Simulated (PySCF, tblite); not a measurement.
**C2H6Al2Cl3F: geometry, infrared bands and NMR shifts**

Aim: predict the infrared bands and NMR shifts of C2H6Al2Cl3F (`[CH3][Al-]1([CH3])[Cl+][Al-]([F])([Cl])[Cl+]1`).

Computed with tblite 0.8.0 and PySCF 2.14.0, with density-fitted response routines of our own, on a single molecule in the gas phase. Atoms count from 0, in the outputs and in this text.

## 1. The starting structure

14 atoms, charge 0, multiplicity 1; geometry from: force field or distance geometry start.

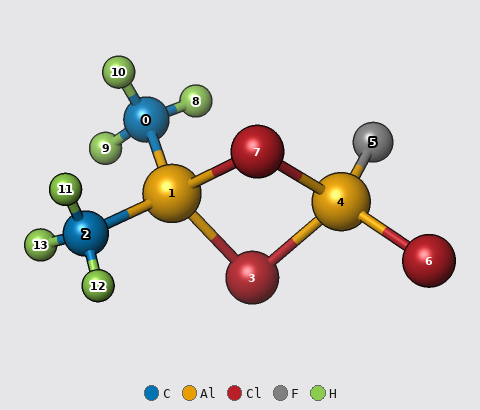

The starting geometry (carbon blue, aluminium amber, chlorine red, fluorine grey, hydrogen green), atoms numbered.

## 2. Geometry optimisation with GFN2-xTB

What the job is given:

```
{"job": {"kind": "relax", "xc": "GFN2-xTB", "basis": "xTB"}, "charge": 0, "multiplicity": 1}
C     -0.933100     0.771000     1.565200
Al    -0.340700    -0.042400    -0.167700
C     -1.807900    -0.653500    -1.325200
Cl     1.197800     1.161700    -1.185500
Al     2.705600    -0.064700    -0.087300
F      3.165100     0.728100     1.441200
Cl     4.388000    -0.707000    -1.372000
Cl     1.169200    -1.645300     0.107300
H     -0.084700     1.155500     2.157500
H     -1.643100     1.603100     1.290600
H     -1.481400    -0.046400     2.107000
H     -2.213700    -1.596100    -0.887700
H     -1.503300    -0.784400    -2.372600
H     -2.618300     0.119900    -1.293000
```

On the command line:

```bash
OMP_NUM_THREADS=1 python probes_run.py task.json out
```

One launch serves the whole session: the jobs run in the order shown.

**Question.** This job is followed by: GFN2-xTB harmonic vibrations, gas phase; GIAO PBE0/pcSseg-1 NMR shielding, non-relativistic, gas phase. What will the session give for the following? strongest single infrared mode (GFN2-xTB); zero-point energy (GFN2-xTB); 13C shifts against TMS (PBE0/pcSseg-1); 1H shifts against TMS (PBE0/pcSseg-1, means over atoms taken as alike); 27Al shifts against AlH4- (PBE0/pcSseg-1); 35Cl shifts against HCl (PBE0/pcSseg-1, means over atoms taken as alike); 19F shifts against CFCl3 (PBE0/pcSseg-1); surface potential, least and greatest.

**Answer**, as computed:

| quantity | value |
| --- | --- |
| strongest single infrared mode (GFN2-xTB) | 630 cm⁻¹, 246 km/mol |
| zero-point energy (GFN2-xTB) | 47.9 kcal/mol |
| 13C shifts against TMS (PBE0/pcSseg-1) | -4.2, -4.4 ppm |
| 1H shifts against TMS (PBE0/pcSseg-1, means over atoms taken as alike) | 0.11, 0.07 ppm |
| 27Al shifts against AlH4- (PBE0/pcSseg-1) | 96.3, 11.8 ppm |
| 35Cl shifts against HCl (PBE0/pcSseg-1, means over atoms taken as alike) | 75, -16 ppm |
| 19F shifts against CFCl3 (PBE0/pcSseg-1) | -153.9 ppm |
| surface potential, least and greatest | -1.38 V and 2.12 V |

In words: Over 102 steps the energy fell by 0.807 eV; of the close pairs, Al4–Cl6 changed most, 2.212 to 2.025 Å. All 36 modes are real, so the xTB geometry is a minimum. The strongest single mode, at 630 cm⁻¹, has its largest shares on H8, H12, Al1 and C0 (the list is cut at 4 atoms). Unscaled tight-binding wavenumbers are off by several per cent, some by more. Its intensities can rank the bands wrongly. At PBE0/pcSseg-1: The widest tensor belongs to Al1: span 260 ppm, with a paramagnetic part of -404 ppm.
